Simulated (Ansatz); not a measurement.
**BClH4N with multiplicity 2: a relaxation**

Aim: relax a first guess of the structure. Meant to form: Cl2–N5; to break: B1–Cl2. The start is a guess near the saddle point, from which both ends are pulled out.

All numbers below are computed with Ansatz 0.2.0 (UKS B3LYP-D4/def2-SVP).

### Step 1. The system as given

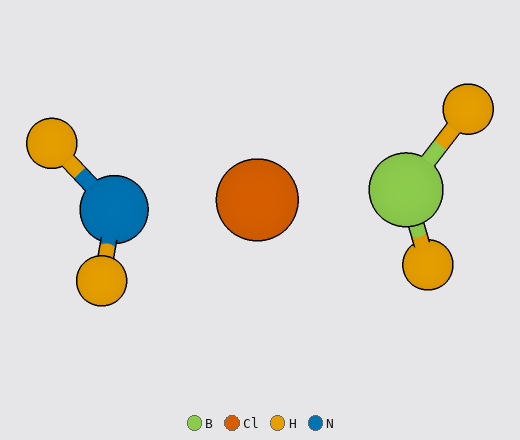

Start, viewed from a chosen angle; boron green, chlorine orange, hydrogen amber, nitrogen blue.

Structure file:

```xyz
7

B     0.0000    0.0000    0.0000
Cl    0.0000    0.0000    2.1100
H     1.0305    0.0000   -0.5950
H    -1.0305    0.0000   -0.5950
N     0.0000    0.0000    4.1400
H    -0.4960   -0.7725    4.6700
H     0.4960    0.7725    4.6700
```

### Step 2. A restrained relaxation towards end A

Springs on the bonds that form and break draw the guess towards this end; the thresholds are loose.

Contents of input.yaml:

```yaml
crystal:
  periodic: [false, false, false]
  atoms:
    - { symbol: B, position_ang: [0.0, 0.0, 0.0] }
    - { symbol: Cl, position_ang: [0.0, 0.0, 2.11] }
    - { symbol: H, position_ang: [1.0305, 0.0, -0.595] }
    - { symbol: H, position_ang: [-1.0305, 0.0, -0.595] }
    - { symbol: "N", position_ang: [0.0, 0.0, 4.14] }
    - { symbol: H, position_ang: [-0.496, -0.7725, 4.67] }
    - { symbol: H, position_ang: [0.496, 0.7725, 4.67] }
magnetization:
  spin_polarized: true
  initial_magnetization: 1
basis:
  gaussian: { orbitals: def2-SVP }
hamiltonian:
  xc: b3lyp
  dispersion: d4
relax:
  f_tol: 0.15
  max_steps: 25
  restrain:
    - { distance: [1, 4], at: 2.93, k: 30.0 }
    - { distance: [0, 1], at: 1.86, k: 30.0 }
```

The run is started by

```sh
> ansatz run input.yaml --threads 2 --pin off --max-ram 3072MiB --backend cpu --events-out ev --progress --plain --runs-dir out
```

The program printed, shortened:

```text
Warning: RAYON_NUM_THREADS=2 ignored (pool sized by the plan → 2); use --threads N
[...]
Functional definition: B3LYP
[...]
716 factors; integrals over basis functions are off by at most 3.9e-4 eV
[...]
mean field -14744.61982147 eV, -541.8547841767 hartree, gradient 4.0e-6 eV, S^2 0.754605; 2 other end points of the search recorded, 0 dependent functions left out
[...]
reference -14744.62006072 eV, -541.8547929689 hartree; 17, 16 occupied and 49, 50 virtual orbitals, 716 factors
relax step   1: F+E_penalty+E_count = -14744.75080448 eV  Δ(F+E_penalty+E_count) = +0.000e0 eV  max|allowed force component| = 7.073e0 eV/Å  E_restraint = 13.08750000 eV  max|allowed force component, restraints' pulls added| = 4.157e1 eV/Å  Δτ_max = 0.0000 Å  (130 SCF iters, accepted)
[...]
relax step   4: F+E_penalty+E_count = -14747.11551242 eV  Δ(F+E_penalty+E_count) = -5.497e-1 eV  max|allowed force component| = 2.005e0 eV/Å  E_restraint = 0.40778401 eV  max|allowed force component, restraints' pulls added| = 3.091e0 eV/Å  Δτ_max = 0.2000 Å  (35 SCF iters, accepted)
[...]
relax step   7: F+E_penalty+E_count = -14747.31000180 eV  Δ(F+E_penalty+E_count) = -7.455e-3 eV  max|allowed force component| = 1.542e0 eV/Å  E_restraint = 0.02597061 eV  max|allowed force component, restraints' pulls added| = 1.859e-1 eV/Å  Δτ_max = 0.1947 Å  (33 SCF iters, accepted)
[...]
relax step  14: F+E_penalty+E_count = -14747.33666024 eV  Δ(F+E_penalty+E_count) = +1.116e-3 eV  max|allowed force component| = 1.423e0 eV/Å  E_restraint = 0.02710694 eV  max|allowed force component, restraints' pulls added| = 1.237e-1 eV/Å  Δτ_max = 0.0937 Å  (33 SCF iters, accepted)
  distance Cl 1 - N 4 = 2.9371 Å
  distance B 0 - Cl 1 = 1.8181 Å
717 factors; integrals over basis functions are off by at most 5.0e-4 eV
[...]
mean field -14747.21556925 eV, -541.9501761482 hartree, gradient 9.4e-6 eV, S^2 0.752810; 1 other end points of the search recorded, 0 dependent functions left out
[...]
reference -14747.21581082 eV, -541.9501850258 hartree; 17, 16 occupied and 49, 50 virtual orbitals, 717 factors
Total energy: -14747.33690181 eV, -541.9546350376 hartree
Atom 0 at     0.022660    -0.002250    -0.013621 Å, force     0.406577    -0.053535     1.292482 eV/Å
Atom 1 at     0.583889    -0.199299     1.704417 Å, force    -0.406691     0.125668    -1.423303 eV/Å
Atom 2 at     0.866499     0.126566    -0.857411 Å, force    -0.014583    -0.040290     0.028401 eV/Å
Atom 3 at    -1.160843     0.012645    -0.214786 Å, force     0.031142    -0.032914     0.016764 eV/Å
Atom 4 at     0.270706    -0.208295     4.624788 Å, force    -0.096646     0.071081     0.088944 eV/Å
Atom 5 at    -0.702843    -0.549109     4.503997 Å, force     0.068876     0.019475     0.004886 eV/Å
Atom 6 at     0.119932     0.819743     4.652615 Å, force     0.011326    -0.089484    -0.008174 eV/Å
Dipole moment:    -0.359336     0.206956    -0.175186 e Å
```

Wall time 13 s (2 threads of Intel Xeon 6975P-C (Granite Rapids), shared host); peak memory 0.17 GiB.

Relaxation path:

```tsv
step	energy from step 1 (eV)	largest force component (eV/Å)
1	0.0000	7.0729
2	-1.4046	4.4828
3	-1.8150	3.0216
4	-2.3647	2.0049
5	-2.4968	1.2779
6	-2.5517	1.4638
7	-2.5592	1.5424
8	-2.5749	1.4376
9x	-2.5443	1.6546
10	-2.5767	1.4380
11	-2.5740	1.4922
12	-2.5870	1.3981
13x	-2.5491	1.4953
14	-2.5859	1.4233
```

Step 1 is the start. 2 steps were tried and not accepted (9, 13; marked x where the table lists them). Energies and forces in the table leave out the springs, which the log lists apart; the run stops on the force with the springs' pull added.

After: Bond lengths: B1–Cl2 1.818 Å, B1–H3 1.200 Å, B1–H4 1.201 Å, N5–H6 1.039 Å, N5–H7 1.039 Å. Angles: Cl2–B1–H3 117.3°, Cl2–B1–H4 117.6°, H3–B1–H4 125.0°, H6–N5–H7 101.1°.

Pairs that crossed the distance rule for bonds on the way: moved apart Cl2–N5.

### Step 3. Relaxing end A

It starts where the restrained run ended.

Contents of input.yaml:

```yaml
crystal:
  periodic: [false, false, false]
  atoms:
    - { symbol: B, position_ang: [0.02266, -0.00225, -0.013621] }
    - { symbol: Cl, position_ang: [0.583889, -0.199299, 1.704417] }
    - { symbol: H, position_ang: [0.866499, 0.126566, -0.857411] }
    - { symbol: H, position_ang: [-1.160843, 0.012645, -0.214786] }
    - { symbol: "N", position_ang: [0.270706, -0.208295, 4.624788] }
    - { symbol: H, position_ang: [-0.702843, -0.549109, 4.503997] }
    - { symbol: H, position_ang: [0.119932, 0.819743, 4.652615] }
magnetization:
  spin_polarized: true
  initial_magnetization: 1
basis:
  gaussian: { orbitals: def2-SVP }
hamiltonian:
  xc: b3lyp
  dispersion: d4
relax:
  f_tol: 0.03
  max_steps: 50
```

The run is started by

```sh
> ansatz run input.yaml --threads 2 --pin off --max-ram 3072MiB --backend cpu --events-out ev --progress --plain --runs-dir out
```

The program printed, shortened:

```text
Warning: RAYON_NUM_THREADS=2 ignored (pool sized by the plan → 2); use --threads N
[...]
[... 1 set-up line as earlier in the session ...]
[...]
720 factors; integrals over basis functions are off by at most 5.0e-4 eV
[...]
mean field -14747.21558142 eV, -541.9501765954 hartree, gradient 6.8e-5 eV, S^2 0.752810; 0 other end points of the search recorded, 0 dependent functions left out
[...]
reference -14747.21582248 eV, -541.9501854543 hartree; 17, 16 occupied and 49, 50 virtual orbitals, 720 factors
relax step   1: F+E_penalty+E_count = -14747.33667242 eV  Δ(F+E_penalty+E_count) = +0.000e0 eV  max|allowed force component| = 1.423e0 eV/Å  Δτ_max = 0.0000 Å  (32 SCF iters, accepted)
[...]
relax step   5: F+E_penalty+E_count = -14747.39846609 eV  Δ(F+E_penalty+E_count) = -4.273e-3 eV  max|allowed force component| = 1.892e-1 eV/Å  Δτ_max = 0.0439 Å  (35 SCF iters, accepted)
[...]
relax step   9: F+E_penalty+E_count = -14747.40579713 eV  Δ(F+E_penalty+E_count) = -3.127e-3 eV  max|allowed force component| = 6.851e-2 eV/Å  Δτ_max = 0.0739 Å  (32 SCF iters, accepted)
[...]
relax step  13: F+E_penalty+E_count = -14747.40610644 eV  Δ(F+E_penalty+E_count) = -2.298e-4 eV  max|allowed force component| = 5.757e-2 eV/Å  Δτ_max = 0.0139 Å  (28 SCF iters, accepted)
[...]
relax step  15: F+E_penalty+E_count = -14747.40727947 eV  Δ(F+E_penalty+E_count) = -5.650e-4 eV  max|allowed force component| = 1.048e-1 eV/Å  Δτ_max = 0.0731 Å  (34 SCF iters, accepted)
[...]
relax step  16: F+E_penalty+E_count = -14747.40761354 eV  Δ(F+E_penalty+E_count) = -3.341e-4 eV  max|allowed force component| = 6.725e-2 eV/Å  Δτ_max = 0.0296 Å  (35 SCF iters, accepted)
[...]
720 factors; integrals over basis functions are off by at most 4.8e-4 eV
[...]
mean field -14747.28378564 eV, -541.9526830543 hartree, gradient 1.2e-5 eV, S^2 0.752810; 0 other end points of the search recorded, 0 dependent functions left out
[...]
```

### Step 4. More of the same log: end point A relaxed

The log, continued, shortened:

```text
reference -14747.28402470 eV, -541.9526918394 hartree; 17, 16 occupied and 49, 50 virtual orbitals, 720 factors
relax step  17: F+E_penalty+E_count = -14747.40337138 eV  Δ(F+E_penalty+E_count) = +4.242e-3 eV  max|allowed force component| = 2.719e-1 eV/Å  Δτ_max = 0.1168 Å  (32 SCF iters, rejected (line search))
[...]
relax step  20: F+E_penalty+E_count = -14747.40823563 eV  Δ(F+E_penalty+E_count) = -1.946e-4 eV  max|allowed force component| = 8.383e-2 eV/Å  Δτ_max = 0.0410 Å  (34 SCF iters, accepted)
[...]
relax step  23: F+E_penalty+E_count = -14747.40888967 eV  Δ(F+E_penalty+E_count) = -1.569e-4 eV  max|allowed force component| = 6.018e-2 eV/Å  Δτ_max = 0.0495 Å  (35 SCF iters, accepted)
[...]
relax step  26: F+E_penalty+E_count = -14747.40907274 eV  Δ(F+E_penalty+E_count) = -1.276e-4 eV  max|allowed force component| = 2.824e-3 eV/Å  Δτ_max = 0.0159 Å  (29 SCF iters, accepted)
[...]
reference -14747.28987336 eV, -541.9529067738 hartree; 17, 16 occupied and 49, 50 virtual orbitals, 720 factors
Total energy: -14747.40938148 eV, -541.9572986161 hartree
Atom 0 at     0.081722     0.038960     0.197344 Å, force    -0.009106    -0.000638    -0.021335 eV/Å
Atom 1 at     1.119966    -0.185072     1.582449 Å, force     0.007178    -0.000292     0.009937 eV/Å
Atom 2 at     0.583076     0.036016    -0.893812 Å, force    -0.004650     0.000444     0.011509 eV/Å
Atom 3 at    -1.095452     0.187196     0.385616 Å, force     0.006831     0.000746     0.001117 eV/Å
Atom 4 at     0.136405    -0.086293     4.612147 Å, force    -0.026922    -0.016002    -0.016074 eV/Å
Atom 5 at    -0.533661    -0.786517     4.241520 Å, force     0.023320     0.025692     0.012146 eV/Å
Atom 6 at    -0.292056     0.795711     4.274735 Å, force     0.003349    -0.009951     0.002700 eV/Å
Dipole moment:    -0.344844     0.060542    -0.308456 e Å
```

It took 24 s on 2 threads of Intel Xeon 6975P-C (Granite Rapids), shared host; peak memory 0.15 GiB.

The steps of the relaxation:

```tsv
step	energy from step 1 (eV)	largest force component (eV/Å)
1	0.0000	1.4234
2	-0.0213	0.7857
3x	-0.0145	0.9650
4	-0.0575	0.4129
5	-0.0618	0.1892
6	-0.0640	0.0338
7	-0.0653	0.2982
8	-0.0660	0.2591
9	-0.0691	0.0685
10x	-0.0677	0.2165
11	-0.0692	0.0680
12x	-0.0638	0.3948
13	-0.0694	0.0576
14	-0.0700	0.0680
15	-0.0706	0.1048
16	-0.0709	0.0672
17x	-0.0667	0.2719
18x	-0.0703	0.1461
19	-0.0714	0.0514
20	-0.0716	0.0838
21	-0.0717	0.0679
22	-0.0721	0.0412
23	-0.0722	0.0602
24x	-0.0563	0.4673
25	-0.0723	0.0440
26	-0.0724	0.0028
27	-0.0724	0.0446
28	-0.0725	0.0269
```

Step 1 is the start. 6 steps were tried and not accepted (3, 10, 12, 17, 18, 24; marked x where the table lists them).

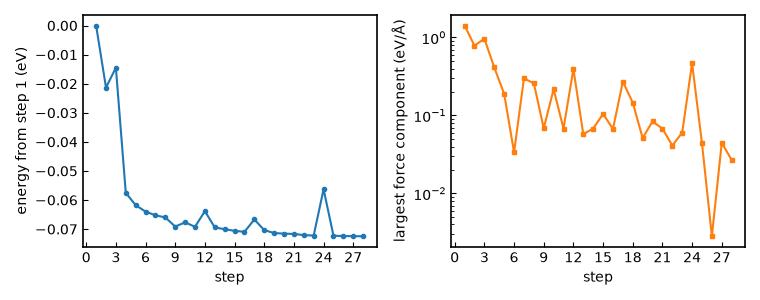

Energy and largest force along the relaxation.

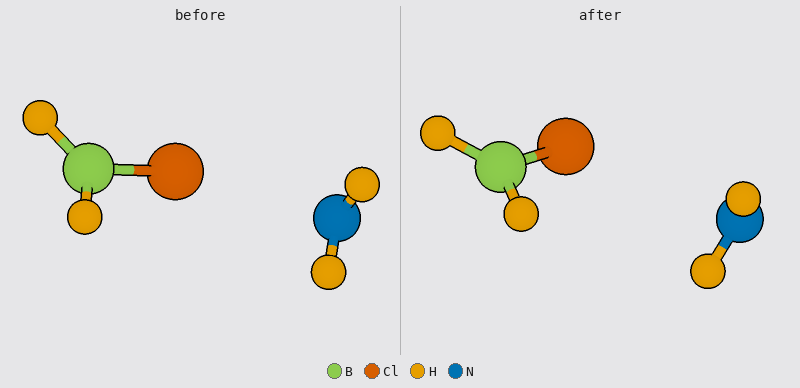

Before and after, at one scale.

After: Bond lengths: B1–Cl2 1.745 Å, B1–H3 1.201 Å, B1–H4 1.201 Å, N5–H6 1.038 Å, N5–H7 1.037 Å. Angles: Cl2–B1–H3 118.2°, Cl2–B1–H4 118.3°, H3–B1–H4 123.5°, H6–N5–H7 101.0°.

### Step 5. Outcome

```
quantity                     value
   end A  21 moves, 0.072 eV lower
```

In words: The relaxation gains 0.07 eV in 21 moves, with H4 moving most (0.63 Å); the start's largest force component was 1.4 eV/Å.
